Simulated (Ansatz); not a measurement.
# Gate voltage at the highest density: Ti2CO2 MXene bilayer, AA

A layer charged from two gates alike needs a voltage that grows with the carrier density; the slope is e over the total capacitance.

**Method.** Ansatz 0.2.0, plane waves with PAW datasets (its set soft_2), PBE-D3(BJ); isolated slab, charged sheets 4.5 Å from the outer atoms behind model barriers, atoms held, Fermi-Dirac smearing of 0.05 eV. The voltage is that of the gates (their mean) against the layer's Fermi level, from the uncharged case, which has a gap of 0.19 eV.

```tsv
run	added electrons (10¹³ per cm²)	gate voltage (V)
run 1	0.50	0.21
run 2	2.00	0.80
run 3	6.00	?
```

Q: Estimate the withheld value from the rows shown.

Two rows fix a line: slope = (0.80 − 0.21) / (2.00 − 0.50) = 0.3933, intercept 0.0134. The capacitance is 1.602/0.3933 = 4.07 µF/cm², against 3.94 µF/cm² for plates 4.5 Å apart in vacuum on both sides; it is the larger, as where the added charge has its centre outside the outer atoms (not examined here). At 6.00 it gives 0.3933 × 6.00 + 0.0134 = 2.37 V, beyond the rows fitted. Rounding of the rows alone allows about ±0.032 V there; two rows can't show whether the line holds.

The run itself gives 2.29 V: a miss of −0.08 V, or 3.5 % of the value. The capacitance rises towards the highest density.

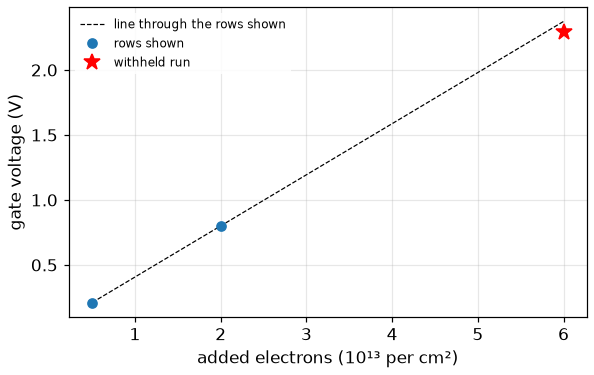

The fit and the withheld run.

Caveats: The gates are model sheets, not atoms, and low densities sample few k-points.

[Logs are printed without paths, hosts, clocks, repeated set-up lines and the standing remarks that a program may print on its own settings, such as how far it seeks lower states.]
